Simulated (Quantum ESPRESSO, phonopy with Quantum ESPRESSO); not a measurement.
# NaI (Fm-3m): a volume series of phonon spectra, part 5 of 8

Wanted: mode Grüneisen parameters of NaI and a free-energy fit over volumes.

What experiment has found for this phase:
- volume expansion coefficient 135 1e-6/K near room temperature (given in “Descriptors for thermal expansion in solids”, 2017, arXiv:1701.03966)

Quantum ESPRESSO 7.5; DFT LDA, scalar-relativistic, plane waves, GBRV ultrasoft pseudopotentials.

So far. Step 4 (Self-consistent run): On a basis chosen for the relaxed cell the pressure is -0.002 GPa, small enough for phonons. Step 5 (Zone-centre response): The Born charges sum to zero within 0.014 e; the rest is removed before use. Acoustic frequencies in this log differ from zero by the error of the sum rule, which ph.x does not impose.

## Step 6: Forces on a displaced cell

System of this step: NaI. It takes space group Imm2 (No. 44, orthorhombic). Conventional cell: a = 8.857 Å, b = 12.526 Å, c = 8.857 Å, α = 90.00°, β = 90.00°, γ = 90.00°. Nearest to Na lie 6 I at 3.13 Å. Nearest to Na lie 6 I at 3.13 to 3.15 Å. Na has 6 I at 3.12 to 3.13 Å nearest. I has 6 Na at 3.12 to 3.15 Å nearest. I has 6 Na at 3.13 Å nearest. Farther neighbours and most contacts between anions are not listed.

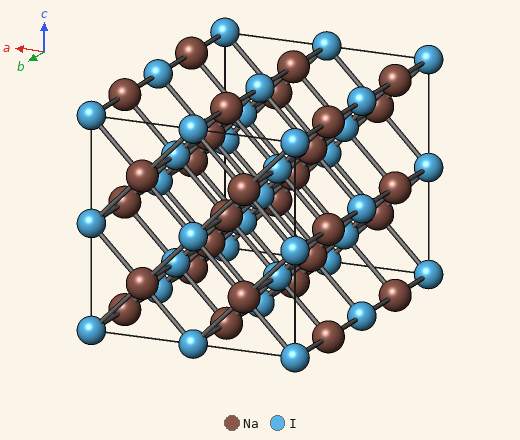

The cell of this step (sodium brown, iodine blue). Some periodic images of atoms are drawn too.

disp-00002.in

```
&control
   calculation = 'scf'
   prefix = 'x'
   outdir = './tmp'
   pseudo_dir = './pseudo'
   tprnfor = .true.
   disk_io = 'none'
/
&system
   ibrav = 0
   nat = 16
   ntyp = 2
   ecutwfc = 45.0
   ecutrho = 270.0
   occupations = 'fixed'
   nbnd = 66
/
&electrons
   conv_thr = 1.0d-11
   mixing_beta = 0.7
   electron_maxstep = 100
/
ATOMIC_SPECIES
 Na     22.9898  Na.upf
 I     126.9045  I.upf
CELL_PARAMETERS angstrom
     0.000000000    6.262919566    6.262919566
     6.262919566    0.000000000    6.262919566
     6.262919566    6.262919566    0.000000000
ATOMIC_POSITIONS crystal
 Na     0.000000000   0.000000000   0.000000000
 Na     0.500000000   0.000000000   0.000000000
 Na     0.000000000   0.500000000   0.000000000
 Na     0.500000000   0.500000000   0.000000000
 Na     0.000000000   0.000000000   0.500000000
 Na     0.500000000   0.000000000   0.500000000
 Na     0.000000000   0.500000000   0.500000000
 Na     0.500000000   0.500000000   0.500000000
 I      0.252258074   0.250000000   0.250000000
 I      0.750000000   0.250000000   0.250000000
 I      0.250000000   0.750000000   0.250000000
 I      0.750000000   0.750000000   0.250000000
 I      0.250000000   0.250000000   0.750000000
 I      0.750000000   0.250000000   0.750000000
 I      0.250000000   0.750000000   0.750000000
 I      0.750000000   0.750000000   0.750000000
K_POINTS automatic
 3 3 3 0 0 0
```

Launch:

```sh
> OMP_NUM_THREADS=1 mpirun -n 4 pw.x -nk 4 -in disp-00002.in > disp-00002.out
```

Output:

```text
[banner, memory and clock lines left out]
Program PWSCF v.7.5

     Message from routine setup:
     using ibrav=0 with symmetry is DISCOURAGED, use correct ibrav instead

     G-vector sticks info

     bravais-lattice index     =            0
     lattice parameter (alat)  =      16.7375  a.u.
     unit-cell volume          =    3315.5616 (a.u.)^3
     number of atoms/cell      =           16
     number of atomic types    =            2
     number of electrons       =       128.00
     number of Kohn-Sham states=           66
     kinetic-energy cutoff     =      45.0000  Ry
     charge density cutoff     =     270.0000  Ry
     scf convergence threshold =      1.0E-11
     mixing beta               =       0.7000
     number of iterations used =            8  plain     mixing
     Exchange-correlation= SLA  PZ   NOGX NOGC
                           (   1   1   0   0   0   0   0)

     celldm(1)=  16.737504  celldm(2)=   0.000000  celldm(3)=   0.000000
     celldm(4)=   0.000000  celldm(5)=   0.000000  celldm(6)=   0.000000

     crystal axes: (cart. coord. in units of alat)
               a(1) = (   0.000000   0.707107   0.707107 )
               a(2) = (   0.707107   0.000000   0.707107 )
               a(3) = (   0.707107   0.707107   0.000000 )

     reciprocal axes: (cart. coord. in units 2 pi/alat)
               b(1) = ( -0.707107  0.707107  0.707107 )
               b(2) = (  0.707107 -0.707107  0.707107 )
               b(3) = (  0.707107  0.707107 -0.707107 )

     PseudoPot. # 1 for Na read from file:
     ./pseudo/Na.upf
     Pseudo is Ultrasoft, Zval =  9.0
     Using radial grid of  819 points,  5 beta functions with:
                l(1) =   0
                l(2) =   0
                l(3) =   1
                l(4) =   1
                l(5) =   2
     Q(r) pseudized with  8 coefficients,  rinner =    1.250   1.250   1.250
                                                       1.250   1.250

     PseudoPot. # 2 for I  read from file:
     ./pseudo/I.upf
     Pseudo is Ultrasoft + core correction, Zval =  7.0
     Using radial grid of  893 points,  6 beta functions with:
                l(1) =   0
                l(2) =   0
                l(3) =   1
                l(4) =   1
                l(5) =   2
                l(6) =   2
     Q(r) pseudized with  8 coefficients,  rinner =    1.500   1.500   1.500
                                                       1.500   1.500

     atomic species   valence    mass     pseudopotential
     Na                9.00    22.98980     Na( 1.00)
     I                 7.00   126.90450     I ( 1.00)

      4 Sym. Ops. (no inversion) found ( 2 have fractional translation)

   Cartesian axes

     site n.     atom                  positions (alat units)
         1        Na     tau(   1) = (   0.0000000   0.0000000   0.0000000  )
         2        Na     tau(   2) = (   0.0000000   0.3535534   0.3535534  )
         3        Na     tau(   3) = (   0.3535534   0.0000000   0.3535534  )
         4        Na     tau(   4) = (   0.3535534   0.3535534   0.7071068  )
         5        Na     tau(   5) = (   0.3535534   0.3535534   0.0000000  )
         6        Na     tau(   6) = (   0.3535534   0.7071068   0.3535534  )
         7        Na     tau(   7) = (   0.7071068   0.3535534   0.3535534  )
         8        Na     tau(   8) = (   0.7071068   0.7071068   0.7071068  )
         9        I      tau(   9) = (   0.3535534   0.3551501   0.3551501  )
        10        I      tau(  10) = (   0.3535534   0.7071068   0.7071068  )
        11        I      tau(  11) = (   0.7071068   0.3535534   0.7071068  )
        12        I      tau(  12) = (   0.7071068   0.7071068   1.0606602  )
        13        I      tau(  13) = (   0.7071068   0.7071068   0.3535534  )
        14        I      tau(  14) = (   0.7071068   1.0606602   0.7071068  )
        15        I      tau(  15) = (   1.0606602   0.7071068   0.7071068  )
        16        I      tau(  16) = (   1.0606602   1.0606602   1.0606602  )

     number of k points=     8
                       cart. coord. in units 2pi/alat
        k(    1) = (   0.0000000   0.0000000   0.0000000), wk =   0.0740741
        k(    2) = (   0.2357023   0.2357023  -0.2357023), wk =   0.2962963
        k(    3) = (   0.4714045   0.0000000  -0.0000000), wk =   0.1481481
        k(    4) = (  -0.0000000  -0.4714045   0.4714045), wk =   0.1481481
        k(    5) = (   0.2357023   0.2357023   0.2357023), wk =   0.2962963
        k(    6) = (  -0.0000000   0.4714045   0.0000000), wk =   0.2962963
        k(    7) = (  -0.4714045  -0.0000000  -0.4714045), wk =   0.5925926
        k(    8) = (   0.0000000   0.4714045   0.4714045), wk =   0.1481481

     Dense  grid:   248369 G-vectors     FFT dimensions: (  90,  90,  90)

     Smooth grid:   135203 G-vectors     FFT dimensions: (  72,  72,  72)

     Check: negative core charge=   -0.000002

     Initial potential from superposition of free atoms

     starting charge     127.9551, renormalised to     128.0000
     Starting wfcs are   72 randomized atomic wfcs

     per-process dynamical memory:   228.8 Mb

     Self-consistent Calculation

     iteration #  1     ecut=    45.00 Ry     beta= 0.70
     Davidson diagonalization with overlap
     ethr =  1.00E-02,  avg # of iterations =  3.1

     Threshold (ethr) on eigenvalues was too large:
     Diagonalizing with lowered threshold

     Davidson diagonalization with overlap
     ethr =  1.14E-04,  avg # of iterations =  4.1

     total energy              =   -1280.05045525 Ry
     estimated scf accuracy    <       0.11907080 Ry

     iteration #  2     ecut=    45.00 Ry     beta= 0.70
     Davidson diagonalization with overlap
     ethr =  9.30E-05,  avg # of iterations =  2.0

     total energy              =   -1280.08058507 Ry
     estimated scf accuracy    <       0.01420438 Ry

     iteration #  3     ecut=    45.00 Ry     beta= 0.70
     Davidson diagonalization with overlap
     ethr =  1.11E-05,  avg # of iterations =  2.9

     total energy              =   -1280.08321581 Ry
     estimated scf accuracy    <       0.00047219 Ry

     iteration #  4     ecut=    45.00 Ry     beta= 0.70
     Davidson diagonalization with overlap
     ethr =  3.69E-07,  avg # of iterations =  5.8

     total energy              =   -1280.08342031 Ry
     estimated scf accuracy    <       0.00011029 Ry

     iteration #  5     ecut=    45.00 Ry     beta= 0.70
     Davidson diagonalization with overlap
     ethr =  8.62E-08,  avg # of iterations =  3.2

     total energy              =   -1280.08343845 Ry
     estimated scf accuracy    <       0.00001355 Ry

     iteration #  6     ecut=    45.00 Ry     beta= 0.70
     Davidson diagonalization with overlap
     ethr =  1.06E-08,  avg # of iterations =  4.4

     total energy              =   -1280.08344340 Ry
     estimated scf accuracy    <       0.00000089 Ry

     iteration #  7     ecut=    45.00 Ry     beta= 0.70
     Davidson diagonalization with overlap
     ethr =  6.97E-10,  avg # of iterations =  4.6

     total energy              =   -1280.08344407 Ry
     estimated scf accuracy    <       0.00000027 Ry

     iteration #  8     ecut=    45.00 Ry     beta= 0.70
     Davidson diagonalization with overlap
     ethr =  2.10E-10,  avg # of iterations =  2.2

     total energy              =   -1280.08344412 Ry
     estimated scf accuracy    <       0.00000001 Ry

     iteration #  9     ecut=    45.00 Ry     beta= 0.70
     Davidson diagonalization with overlap
     ethr =  8.42E-12,  avg # of iterations =  6.5

     total energy              =   -1280.08344413 Ry
     estimated scf accuracy    <          9.7E-10 Ry

     iteration # 10     ecut=    45.00 Ry     beta= 0.70
     Davidson diagonalization with overlap
     ethr =  7.59E-13,  avg # of iterations =  3.6

     total energy              =   -1280.08344413 Ry
     estimated scf accuracy    <          1.5E-10 Ry

     iteration # 11     ecut=    45.00 Ry     beta= 0.70
     Davidson diagonalization with overlap
     ethr =  1.19E-13,  avg # of iterations =  4.5

     End of self-consistent calculation

          k = 0.0000 0.0000 0.0000 ( 16865 PWs)   bands (ev):

   -47.5207 -47.5206 -47.5160 -47.5160 -47.5160 -47.5159 -47.5113 -47.5112
   -20.0321 -20.0313 -20.0313 -20.0309 -20.0289 -20.0271 -20.0264 -20.0261
   -20.0250 -20.0246 -20.0235 -20.0235 -20.0232 -20.0225 -20.0217 -20.0216
   -20.0208 -20.0208 -20.0192 -20.0179 -20.0179 -20.0179 -20.0174 -20.0166
    -9.1088  -8.6886  -8.6886  -8.6886  -8.6885  -8.5904  -8.5904  -8.5904
    -0.3252  -0.3252  -0.3252  -0.3252  -0.0021  -0.0021  -0.0021   1.3898
     1.3898   1.3898   1.3899   1.3899   1.3899   1.9424   1.9424   1.9424
     1.9424   1.9424   1.9424   1.9425   1.9425   2.2977   2.2977   2.2977
     5.9049   6.6260

          k = 0.2357 0.2357-0.2357 ( 16916 PWs)   bands (ev):

   -47.5207 -47.5206 -47.5160 -47.5160 -47.5160 -47.5159 -47.5113 -47.5112
   -20.0307 -20.0303 -20.0303 -20.0295 -20.0289 -20.0273 -20.0265 -20.0263
   -20.0247 -20.0240 -20.0234 -20.0233 -20.0233 -20.0232 -20.0227 -20.0220
   -20.0216 -20.0211 -20.0193 -20.0183 -20.0181 -20.0181 -20.0181 -20.0175
    -9.0115  -8.8020  -8.6661  -8.6653  -8.6646  -8.6170  -8.6163  -8.6156
    -0.0943  -0.0931  -0.0919   0.1508   0.1516   0.1524   0.1729   1.1043
     1.1085   1.1127   1.3983   1.4577   1.4613   1.4651   1.5134   1.5135
     1.5136   1.7879   1.7880   1.7880   2.0246   2.0246   2.2016   2.2017
     6.7968   7.1960

          k = 0.4714 0.0000-0.0000 ( 16897 PWs)   bands (ev):

[...]
7.1448   7.2762

          k =-0.0000-0.4714 0.4714 ( 16912 PWs)   bands (ev):

[...]
7.7687   7.8007

          k = 0.2357 0.2357 0.2357 ( 16916 PWs)   bands (ev):

[...]
6.7968   7.1962

          k =-0.0000 0.4714 0.0000 ( 16897 PWs)   bands (ev):

[...]
7.1448   7.2763

          k =-0.4714-0.0000-0.4714 ( 16912 PWs)   bands (ev):

[...]
7.7687   7.8005

          k = 0.0000 0.4714 0.4714 ( 16912 PWs)   bands (ev):

   -47.5207 -47.5206 -47.5160 -47.5160 -47.5159 -47.5159 -47.5113 -47.5112
   -20.0309 -20.0293 -20.0290 -20.0288 -20.0279 -20.0262 -20.0259 -20.0256
   -20.0252 -20.0243 -20.0243 -20.0242 -20.0241 -20.0235 -20.0227 -20.0220
   -20.0216 -20.0211 -20.0205 -20.0191 -20.0187 -20.0185 -20.0184 -20.0168
    -8.8778  -8.8127  -8.8127  -8.6769  -8.6769  -8.6065  -8.6058  -8.6051
     0.2124   0.2125   0.2632   0.2634   0.3914   0.5158   0.5161   0.5297
     0.7630   0.8572   0.8572   1.1676   1.1676   1.4943   1.4944   1.6624
     1.6629   1.6750   1.7027   1.7787   1.7788   1.8319   1.8319   2.1478
     7.7687   7.8010

     highest occupied, lowest unoccupied level (ev):     2.2977    5.9049

!    total energy              =   -1280.08344413 Ry
     estimated scf accuracy    <          1.6E-12 Ry

     The total energy is the sum of the following terms:
     one-electron contribution =    -658.28157875 Ry
     hartree contribution      =     365.77862479 Ry
     xc contribution           =    -491.88224540 Ry
     ewald contribution        =    -495.69824477 Ry

     convergence has been achieved in  11 iterations

     Forces acting on atoms (cartesian axes, Ry/au):

     atom    1 type  1   force =     0.00000050   -0.00000269   -0.00000269
     atom    2 type  1   force =     0.00000165   -0.00000201   -0.00000201
     atom    3 type  1   force =    -0.00000000    0.00033602   -0.00000082
     atom    4 type  1   force =     0.00000000   -0.00000339    0.00036156
     atom    5 type  1   force =     0.00000000   -0.00000082    0.00033602
     atom    6 type  1   force =     0.00000000    0.00036156   -0.00000339
     atom    7 type  1   force =    -0.00000165   -0.00000201   -0.00000201
     atom    8 type  1   force =    -0.00000050   -0.00000269   -0.00000269
     atom    9 type  2   force =     0.00000000   -0.00110976   -0.00110976
     atom   10 type  2   force =    -0.00000000    0.00025188    0.00025188
     atom   11 type  2   force =     0.00014302   -0.00000777    0.00010878
     atom   12 type  2   force =    -0.00014302    0.00010878   -0.00000777
     atom   13 type  2   force =     0.00014302    0.00010878   -0.00000777
     atom   14 type  2   force =    -0.00014302   -0.00000777    0.00010878
     atom   15 type  2   force =    -0.00000000   -0.00003424   -0.00003424
     atom   16 type  2   force =    -0.00000000    0.00000614    0.00000614

     Total force =     0.001791     Total SCF correction =     0.000001
     Message from routine punch:
     Nothing written, as per user request (disk_io='none')
```

Elapsed: 3.3 min, on 4 MPI ranks of Arm Neoverse N1, shared host.

At this level the gap is 3.61 eV on the k-mesh of the self-consistent run, which can miss the band edges.

## Step 7: Forces on a displaced cell

One atom (for the harmonic constants) or a pair of atoms (for the cubic ones) is moved by a few hundredths of an ångström; the forces on all atoms give a column of force constants. The threshold is tight because the forces are small.

disp-00001.in, as its differences from disp-00002.in of step 6:

```diff
@@ -30,3 +30,3 @@
 ATOMIC_POSITIONS crystal
- Na     0.000000000   0.000000000   0.000000000
+ Na     0.002258074   0.000000000   0.000000000
  Na     0.500000000   0.000000000   0.000000000
@@ -38,3 +38,3 @@
  Na     0.500000000   0.500000000   0.500000000
- I      0.252258074   0.250000000   0.250000000
+ I      0.250000000   0.250000000   0.250000000
  I      0.750000000   0.250000000   0.250000000
```

Launch:

```sh
> OMP_NUM_THREADS=1 mpirun -n 4 pw.x -nk 4 -in disp-00001.in > disp-00001.out
```

Output:

```text
[banner, memory and clock lines left out]
Program PWSCF v.7.5

     Message from routine setup:
     using ibrav=0 with symmetry is DISCOURAGED, use correct ibrav instead

     G-vector sticks info

     bravais-lattice index     =            0
     lattice parameter (alat)  =      16.7375  a.u.
     unit-cell volume          =    3315.5616 (a.u.)^3
     number of atoms/cell      =           16
     number of atomic types    =            2
     number of electrons       =       128.00
[...]
atom    1 type  1   force =     0.00000000   -0.00086929   -0.00086929
     atom    2 type  1   force =    -0.00000000    0.00014752    0.00014752
     atom    3 type  1   force =     0.00013144   -0.00000470    0.00001605
[...]
atom   15 type  2   force =     0.00000194   -0.00000239   -0.00000239
     atom   16 type  2   force =     0.00000011   -0.00000288   -0.00000288

     Total force =     0.001474     Total SCF correction =     0.000004
     Message from routine punch:
     Nothing written, as per user request (disk_io='none')
[key lines of the parts left out:]
!    total energy              =   -1280.08345688 Ry
convergence has been achieved in  11 iterations
```

Elapsed: 3.5 min, on 4 MPI ranks; 14 min of CPU time.

## Step 8: Lattice dynamics at this volume, V/V0 1

This step: DFT LDA, scalar-relativistic, plane waves, GBRV ultrasoft pseudopotentials (phonopy with Quantum ESPRESSO 4.10.0 / 7.5).

Elapsed: 3.5 min, on 8 threads; 27 min of CPU time.

Numbers from this step:

| Property | Result |
| --- | --- |
| point group | m-3m |
| highest frequency | 181.3 cm⁻¹ |
| Debye temperature from the second moment | 202 K |
| lowest frequency on the path | 0 cm⁻¹ |
| zero-point energy | 0.03642 eV/cell |
| Γ frequencies | 0, 0, 0, 131.7, 131.7, 131.7 cm⁻¹ (negative: imaginary) |

Phonopy, LO-TO term from ph.x's tensors. Phonon branches along the path, in cm⁻¹:

```tsv
point	branch 1	branch 2	branch 3	branch 4	branch 5	branch 6
Γ	0	0	0	132	132	181
X	37	37	56	136	136	142
U	46	52	62	130	145	146
jump to K	46	52	62	130	145	146
Γ	0	0	0	132	132	181
L	57	57	81	126	126	181
W	48	48	66	133	143	143
X	37	37	56	136	136	142
```

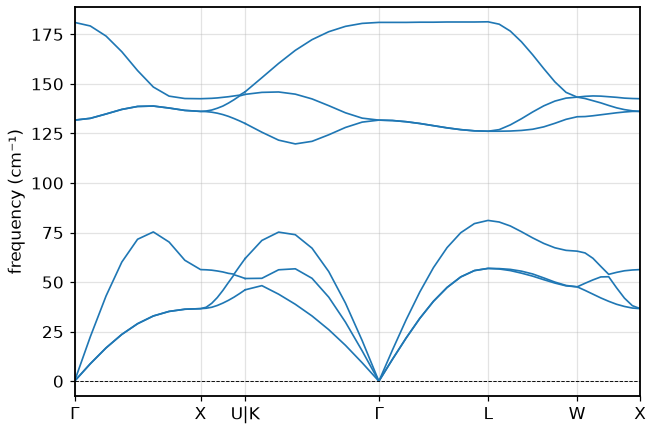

Phonon branches along the path.

Harmonic. Thermo, by row:

```tsv
T (K)	F_vib (meV/atom)	S (J/mol-atom/K)	C_V (J/mol-atom/K)
0	18.21	0	0
50	16.3	10	13.89
100	7.8	22.2	20.71
150	-6.12	31.07	22.86
200	-24.04	37.79	23.73
250	-45.05	43.13	24.15
300	-68.58	47.56	24.39
350	-94.23	51.33	24.53
400	-121.7	54.61	24.62
450	-150.8	57.51	24.69
500	-181.3	60.12	24.74
550	-213	62.48	24.77
600	-246	64.63	24.8
650	-280	66.62	24.82
700	-315	68.46	24.83
750	-350.9	70.17	24.85
800	-387.7	71.78	24.86
850	-425.3	73.28	24.87
900	-463.6	74.71	24.88
950	-502.7	76.05	24.88
1000	-542.5	77.33	24.89
```

The modes has structure finer than the step of the table below, so its rows give means over 20 cm⁻¹, whole bins alone (the curve runs from -10 to 197 cm⁻¹). Peaks (cm⁻¹: height): I 55.0: 0.109, 71.9: 0.0672; Na 127.8: 0.0881.

Phonopy on the run's constants, 15x15x15 mesh, Gaussian sigma 2.0 cm⁻¹. The modes by wavenumber; means over each step; values in 1/cm⁻¹/cell:

```tsv
wavenumber (cm⁻¹)	I	Na
0	1.8e-4	3.2e-5
20	0.00592	9.3e-4
40	0.0483	0.00651
60	0.0614	0.00406
80	0.0219	7.2e-4
100	0	0
120	0.00196	0.0337
140	0.00859	0.0651
160	8.9e-4	0.0242
180	7.9e-4	0.0149
```

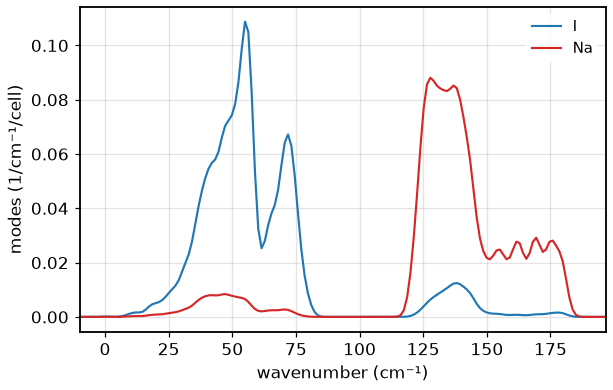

Modes against wavenumber.

No LO-TO term. The modes at Γ (shares of kinetic energy by element, %):

```tsv
mode	frequency (cm⁻¹)	symmetry	Na %	I %
1	0.0	T1u	15	85
2	0.0	T1u	15	85
3	0.0	T1u	15	85
4	131.7	T1u	85	15
5	131.7	T1u	85	15
6	131.7	T1u	85	15
```

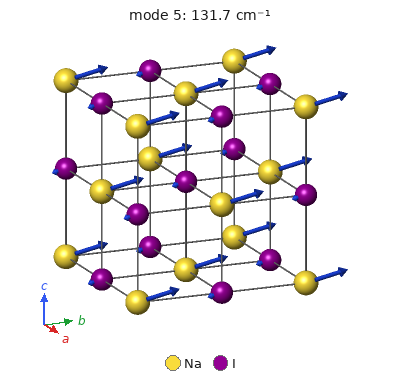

Displacement patterns of mode 5 at Γ; arrows are exaggerated. Some periodic images of atoms are drawn too.

No mode is imaginary beyond numerical noise along the path.

The time given is that of the 2 pw.x runs on displaced cells behind this step.

The supercell is 7.2 Å across at its narrowest and was not tested against a larger one: only its own wavevectors are exact, and acoustic branches between them, with the entropy at low temperature, can be off.

[end of part 5 of 8]

[Logs are printed without paths, hosts, clocks, repeated set-up lines and the standing remarks that a program may print on its own settings, such as how far it seeks lower states.]

[Hosts, paths, dates, database ids (printed as entryN), source tags and the programs' standing remarks are cut or masked in the printed files.]

[A step with changed settings may run another functional than the one named; its input shows which.]

[Of the runs on displaced cells, only some may be shown.]
